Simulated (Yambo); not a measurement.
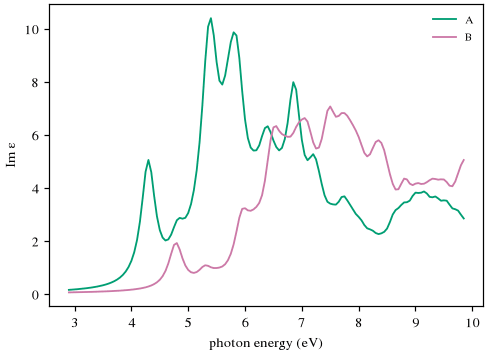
*Two computed absorption spectra of CdBr$_{2}$ (space group P6_3mc, No. 186) (Yambo, PBEsol bands with the same scissor, field along x)*

Axes are Cartesian, with cell vectors (Å) (4.00, 0.00, 0.00), (-2.00, 3.46, 0.00), (0.00, 0.00, 12.58).

Q: Which curve includes the electron-hole attraction (BSE)?

A: Curve A: the attraction moves weight to lower energy (centre of the plotted range 6.7 eV against 7.6 eV). Settings: 6×6×1 mesh, 22 valence and 11 conduction bands, static screening with 101 bands and a 3 Ry block, scissor 1.69 eV, Tamm-Dancoff. The scissor comes from a G0W0 run whose convergence isn't established. Broadening 0.15 eV. The band window holds all transitions up to 11.5 eV. On this mesh the peak heights and the fine structure are mesh artefacts; only the shift of weight is robust.

Spin-orbit coupling is not included.

Geometry relaxed with PBE+D3(BJ); primitive cell a = b = 3.997 Å, c = 12.575 Å, α = β = 90.00°, γ = 120.00°.
